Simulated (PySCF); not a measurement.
**Re²⁺: dipole response in x2c-TZVPPall plus 1 even-tempered diffuse shell per l**

How polarisable is Re²⁺ at the levels listed below?

The numbers are computed with PySCF 2.14.0 (unrestricted determinants in a Gaussian basis, no spin-orbit coupling in the energies), except any that are marked as measured or tabulated.

## (1) The atom as given

| Quantity | Value |
| --- | --- |
| Element | rhenium (Z = 75) |
| Basis | x2c-TZVPPall with one added diffuse shell each of s, p, d, f type (12s8p8d4f1g, 113 functions) |
| Hamiltonian | scalar relativity by spin-free X2C-1e |
| State 1 | Re²⁺: [Xe] 4f14 5d5, high-spin 6S determinant |
| Methods | PBE0 |

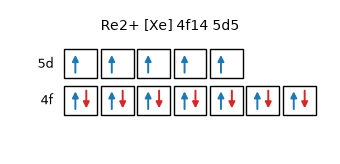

The shells outside the core, filled by Hund's rule for the drawing.

One driver process ran all states and methods and kept the integrals in memory. Each run is shown as a PySCF script that sums up its settings (the driver passes frozen orbitals as a list and adds second-order terms of double hybrids); the logs are those of the runs themselves. The driver starts from symmetry-adapted Hartree-Fock orbitals, holds the occupation by maximum overlap and uses a logarithmic radial grid for functionals, so a plain start would take other cycles.

The integrals over 113 functions and the set-up took 11 s of CPU time.

## (2) Re²⁺: PBE0

Level: PBE0.

Contents of input.py:

```python
from pyscf import gto, scf, dft, mp, cc
import basis_set_exchange as bse
mol = gto.M(atom="Re 0 0 0", charge=2, spin=5, symmetry="D2h",
            basis=gto.basis.parse(bse.get_basis("x2c-TZVPPall", elements=["Re"], fmt="nwchem", augment_diffuse=1)),
            nucmod="G")
mf = dft.UKS(mol, xc="PBE0").sfx2c1e()
mf.irrep_nelec = {'Ag': (11, 9), 'B1g': (3, 2), 'B2g': (3, 2), 'B3g': (3, 2), 'Au': (1, 1), 'B1u': (6, 6), 'B2u': (6, 6), 'B3u': (6, 6)}
mf.kernel()
```

Log:

```text
damping factor = 0
level_shift factor = 0
DIIS = <class 'pyscf.scf.diis.CDIIS'>
diis_start_cycle = 1
diis_space = 10
diis_damp = 0
SCF conv_tol = 1e-09
SCF conv_tol_grad = None
number electrons alpha = 39  beta = 34
XC functionals = PBE0
    C. Adamo and V. Barone.,  J. Chem. Phys. 110, 6158 (1999)
    M. Ernzerhof and G. E. Scuseria.,  J. Chem. Phys. 110, 5029 (1999)
cycle= 1 E= -16692.4278859466  delta_E= -0.0172  |g|= 0.194  |ddm|= 0.239
cycle= 2 E= -16692.4276494516  delta_E= 0.000236  |g|= 0.188  |ddm|= 0.144
cycle= 3 E= -16692.4305678429  delta_E= -0.00292  |g|= 0.00754  |ddm|= 0.074
cycle= 4 E= -16692.4305762983  delta_E= -8.46e-06  |g|= 0.000364  |ddm|= 0.00491
cycle= 5 E= -16692.4305763323  delta_E= -3.4e-08  |g|= 1e-05  |ddm|= 0.000301
cycle= 6 E= -16692.4305763323  delta_E= -3.64e-11  |g|= 1e-06  |ddm|= 1.44e-05
converged SCF energy = -16692.4305763323  <S^2> = 8.7522593  2S+1 = 6.0007531
```

It used 36 s of CPU time after the integrals (shared host).

Orbital energies by shell (radii are means over both spins):

| shell | electrons | mean orbital energy (eV) | spread (eV) | rms radius (bohr) |
| --- | --- | --- | --- | --- |
| 1s β | 1 | -71592.7 | 0 | 0.0204 |
| 1s α | 1 | -71592.7 | 0 | 0.0204 |
| 2s α | 1 | -12463.0 | 0 | 0.0824 |
| 2s β | 1 | -12462.7 | 0 | 0.0824 |
| 2p α | 3 | -10917.0 | 0 | 0.0750 |
| 2p β | 3 | -10916.8 | 0 | 0.0750 |
| 3s α | 1 | -2915.5 | 0 | 0.211 |
| 3s β | 1 | -2915.4 | 0 | 0.211 |
| 3p α | 3 | -2455.3 | 0 | 0.212 |
| 3p β | 3 | -2455.2 | 0 | 0.212 |
| 3d α | 5 | -1914.6 | 0 | 0.194 |
| 3d β | 5 | -1914.4 | 0 | 0.194 |
| 4s α | 1 | -630.10 | 0 | 0.468 |
| 4s β | 1 | -629.78 | 0 | 0.468 |
| 4p α | 3 | -477.61 | 0 | 0.499 |
| 4p β | 3 | -477.29 | 0 | 0.499 |
| 4d α | 5 | -280.85 | 0 | 0.538 |
| 4d β | 5 | -280.42 | 0 | 0.538 |
| 5s α | 1 | -106.87 | 0 | 1.10 |
| 5s β | 1 | -103.83 | 0 | 1.10 |
| 5p α | 3 | -68.399 | 0 | 1.28 |
| 5p β | 3 | -64.133 | 0 | 1.28 |
| 4f α | 7 | -63.821 | 0 | 0.645 |
| 4f β | 7 | -63.263 | 0 | 0.645 |
| 5d α | 5 | -24.224 | 0 | 1.91 |

⟨S²⟩ = 8.752, ⟨L²⟩ = 0.00.

The driver then solved the coupled dipole response at imaginary frequencies: mean α = 11.91 bohr³, C₆ = 73.95 au for a like pair.

The p, d and f levels are scalar averages; spin-orbit coupling splits them strongly at this Z.

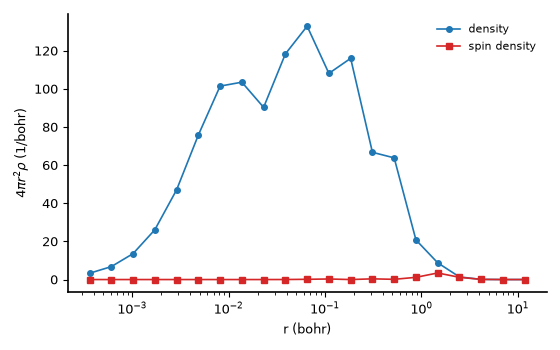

Radial density 4πr²ρ of Re²⁺ at PBE0, without picture-change correction, at 21 stored radii joined by straight lines.

## (3) The response side by side

Re²⁺, in atomic units:

| method | mean α | C₆ (like pair) | S(−4) |
| --- | --- | --- | --- |
| PBE0 | 11.91 | 73.95 | 49.25 |

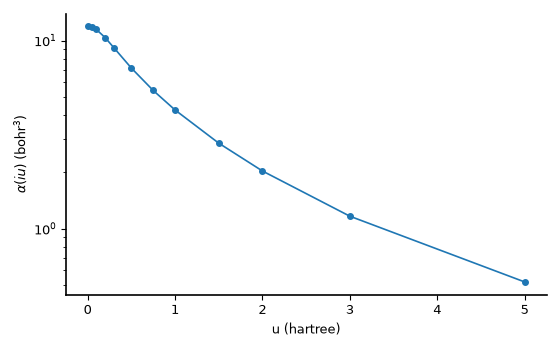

α(iu) of Re²⁺, the polarisability at imaginary frequency, on a logarithmic scale.

## (4) Results

| quantity | value |
| --- | --- |
| α of Re²⁺ | 11.91 (PBE0) bohr³ |

In words: A single London oscillator with the computed α and C₆ of Re²⁺ at PBE0 would have ω = 4 C₆ / (3 α²) = 0.695 hartree. The basis is finite, and no extrapolation was made.
